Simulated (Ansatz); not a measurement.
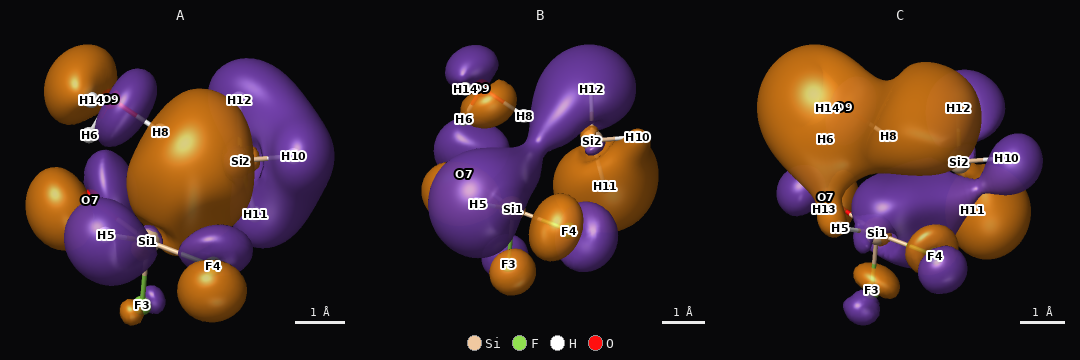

*F₂H₂OSi···H₃Si···H₃O. Three frontier orbitals at ±0.06 Å⁻³ᐟ² (orange and purple are the two phases), in no order.*

A transition-state structure; geometry: PBE0-D4/def2-TZVP.

Computed with RKS PBE0-D4/def2-TZVPP (Ansatz).

```xyz
14

Si   -1.1503   -0.1321   -0.5204
Si    0.2818   -0.4699    1.6078
F    -1.8845   -1.4443   -1.0922
F    -2.1633    0.0210    0.7643
H    -1.4407    1.1837   -1.1302
H     1.1669    0.5956   -1.2174
O     0.2349   -0.4067   -1.5980
H     0.7360    0.8047    0.2884
O     1.4848    1.3138   -0.5128
H    -0.2531    0.1901    2.8208
H    -0.2992   -1.8384    1.4688
H     1.7546   -0.6790    1.7529
H     0.3958   -1.3156   -1.8616
H     1.1363    2.1771   -0.7703
```

Question: Which picture is the HOMO−1, the HOMO and the LUMO?

Answer: B is the HOMO−1 (−9.43 eV). Its weight (Hirshfeld) is mainly on Si2 (about 15 %), F4 (about 15 %), H5 (about 15 %), O7 (about 15 %), Si1 (about 10 %) and H11 (about 10 %). A is the HOMO (−7.32 eV). It lies mainly on Si2 (about 35 %), Si1 (about 15 %), O9 (about 10 %), O7 (about 10 %), H8 (about 10 %) and F4 (about 10 %). C is the LUMO (−0.79 eV). It lies mainly on Si2 (about 25 %), Si1 (about 20 %), H8 (about 10 %), O9 (about 10 %), H14 (about 10 %) and H11 (about 5 %).

Question: What is the HOMO–LUMO gap?

Answer: 6.53 eV between the orbital energies.
